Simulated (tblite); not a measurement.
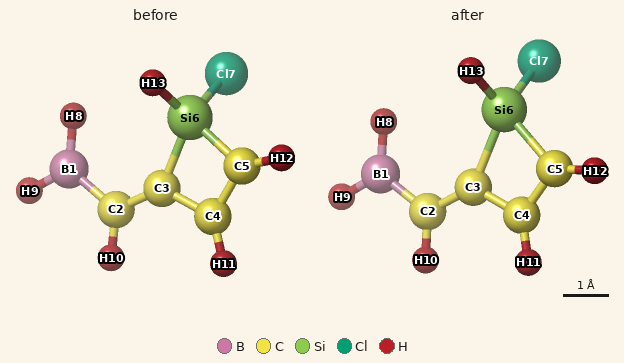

The structure of C4H6BClSi before (left) and after (right) a relaxation, at one scale.

Style: ball-and-stick. Shown at a tilt.

Theory: GFN2-xTB geometry optimisation, gas phase (tblite). 

### Describe what moved and what it gained.

The largest move after the best rigid fit is that of Cl7, 0.31 Å. Largest moves by element: Cl 0.31 Å, H 0.31 Å, Si 0.19 Å, B 0.11 Å, C 0.08 Å. Some distances before and after: C3–Si6 1.757 → 1.915 Å, C5–Si6 1.767 → 1.903 Å, Si6–Cl7 2.096 → 2.011 Å, C3–C4 1.517 → 1.457 Å. Bond angles that change, for instance: Cl7–Si6–H13 117.9° → 109.6°, C4–C5–H12 134.0° → 126.9°, C3–Si6–C5 77.7° → 70.8°. The energy falls by 0.802 eV in 47 geometry steps. The run took 0.4 s on 1 thread of AMD EPYC 7B13 (shared host).
